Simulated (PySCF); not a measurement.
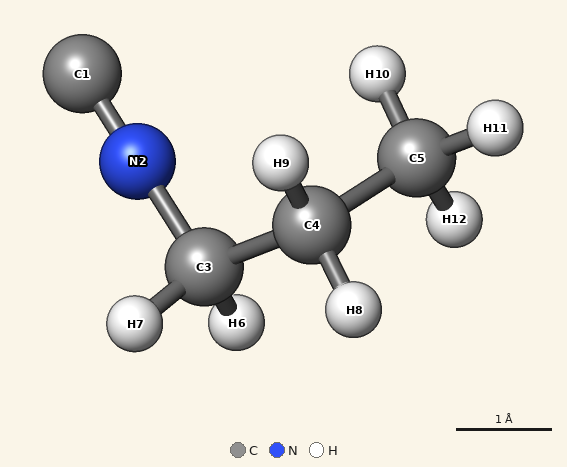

Starting structure of C$_{4}$H$_{7}$N. Style: ball-and-stick. Shown at a tilt.

The start comes from GFN2-xTB. Its atoms were then displaced at random by about 0.01 Å.

Computed with PBE0-D3(BJ)/def2-TZVP geometry optimisation, gas phase in PySCF.

```xyz
12

C     2.4501    1.1473    0.6529
N     1.7210    0.2737    0.4102
C     0.8375   -0.7778    0.0969
C    -0.3385   -0.2705   -0.6620
C    -1.2432    0.6291    0.1922
H     0.5481   -1.2474    1.0411
H     1.4180   -1.5065   -0.4987
H    -0.9327   -1.1349   -0.9913
H    -0.0416    0.2743   -1.5276
H    -0.6714    1.4932    0.5558
H    -2.1022    0.9917   -0.3588
H    -1.6053    0.0994    1.0802
```

What does the optimiser find from here?

Answer. After 3 geometry steps the energy has fallen by 1.45 kcal/mol. The largest move after the best rigid fit is that of C1, 0.11 Å. Largest moves by element: C 0.11 Å, H 0.10 Å, N 0.05 Å. Some distances before and after: C3–C4 1.489 → 1.523 Å, C4–H9 1.065 → 1.093 Å, C4–C5 1.535 → 1.517 Å, C3–H7 1.106 → 1.093 Å. Bond angles that change, for instance: C3–C4–H9 111.6° → 108.7°, C5–C4–H8 108.0° → 110.4°. The run took 51 s on 1 thread of Intel(R) Xeon(R) Platinum 8375C CPU @ 2.90GHz, on a shared host.

The structure at the end:

```xyz
12

C     2.4160    1.1627    0.7537
N     1.7252    0.2735    0.4564
C     0.8621   -0.7843    0.0791
C    -0.3774   -0.2785   -0.6473
C    -1.2274    0.6534    0.1949
H     0.5787   -1.3276    0.9855
H     1.4272   -1.4715   -0.5558
H    -0.9561   -1.1585   -0.9440
H    -0.0639    0.2201   -1.5683
H    -0.6670    1.5453    0.4819
H    -2.1121    0.9764   -0.3559
H    -1.5655    0.1610    1.1107
```

After the run, drawn alike:

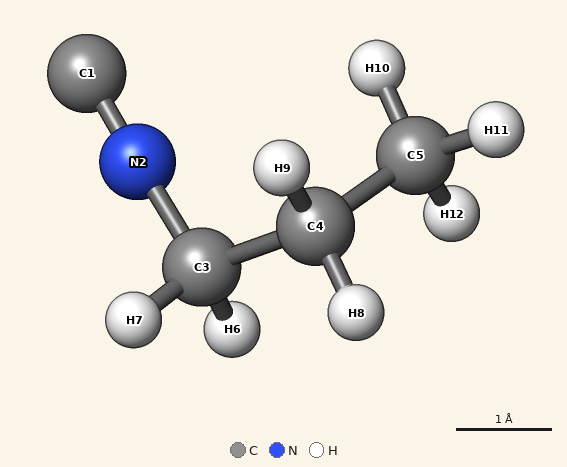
